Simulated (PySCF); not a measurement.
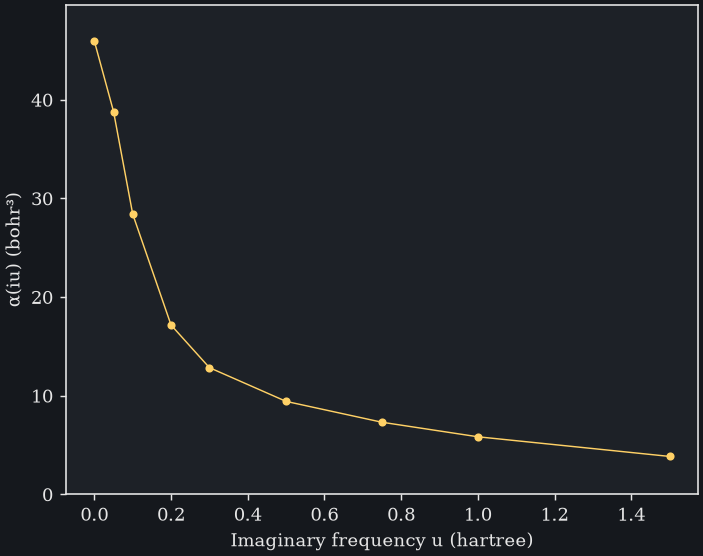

Dipole polarisability at imaginary frequency of an atom or ion with 43 electrons in the configuration [Kr] 4d⁷. Coupled response at the PBE level; PySCF, ANO-RCC-VTZP, spin-free X2C-1e, unrestricted single determinants, no spin-orbit coupling.

Question: Which species is it, and what does the curve give?

Answer: The Tc atom. The static dipole polarisability is 45.9 bohr³; α(iu) falls to half of it near u = 0.14 hartree. The Casimir–Polder integral gives C₆ = 282 hartree bohr⁶ for two such species.

Caveat: basis without added diffuse functions.
